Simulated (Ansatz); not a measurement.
Input file:

```
crystal:
  periodic: [false, false, false]
  atoms:
    - {symbol: Zn, position_ang: [1.824536, 0.960346, 0.762085]}
    - {symbol: Zn, position_ang: [-2.122974, -0.569345, 0.028470]}
    - {symbol: Te, position_ang: [0.298438, -0.391001, -0.790554]}
basis:
  gaussian: {orbitals: def2-TZVP, initial_orbitals: start.molden}
total_charge: 1
magnetization: {spin_polarized: true, initial_magnetization: 1}
hamiltonian: {xc: pbe0, dispersion: d4}
scf: {omitted_lower_state_checks: [starts]}
output: {forces: true, orbitals: {seedname: orbitals}}
```

Command:

```sh
ansatz run in.yaml --threads 4 --pin off --events-out ev --progress --plain --max-ram 3916MiB
```

Geometry: PBE-D4/def2-TZVP; core potentials replace the inner electrons of Te.

All numbers below come from UKS PBE0-D4/def2-TZVP (Ansatz).

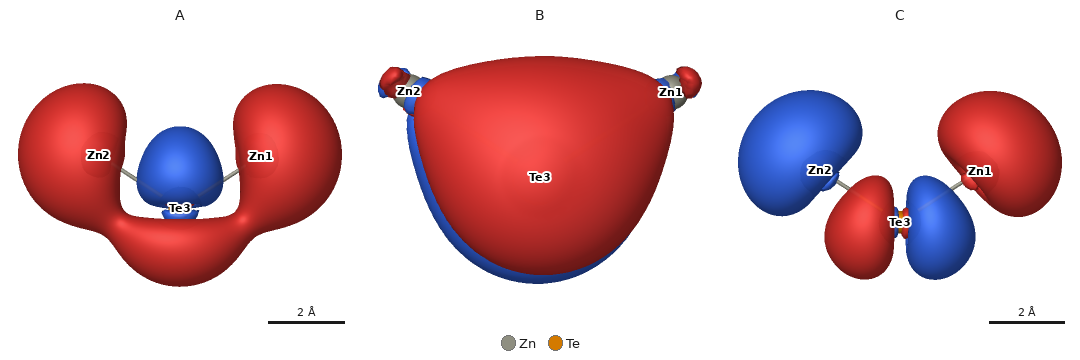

TeZn$_{2}$ (charge +1, doublet). Three frontier orbitals at ±0.06 Å⁻³ᐟ² (blue and red are the two phases), in no order.

**Which picture is the HOMO−1, the HOMO and the LUMO? All are α orbitals.**

B is the HOMO−1 (α) (−11.17 eV). By Hirshfeld shares it lies mainly on Te3 (about 85 %), Zn1 (about 5 %) and Zn2 (about 5 %); it changes sign across the molecular plane (π type). A is the HOMO (α) (−10.37 eV). It lies mainly on Te3 (about 35 %), Zn1 (about 35 %) and Zn2 (about 35 %); it is symmetric in the molecular plane (an in-plane orbital: σ, lone-pair or in-plane π type). C is the LUMO (α) (−8.75 eV). By Hirshfeld shares it lies mainly on Zn1 (about 35 %), Zn2 (about 35 %) and Te3 (about 30 %); it is symmetric in the molecular plane (an in-plane orbital: σ, lone-pair or in-plane π type).

**What is the gap between the highest occupied and lowest empty α orbitals?**

1.62 eV between the orbital energies.
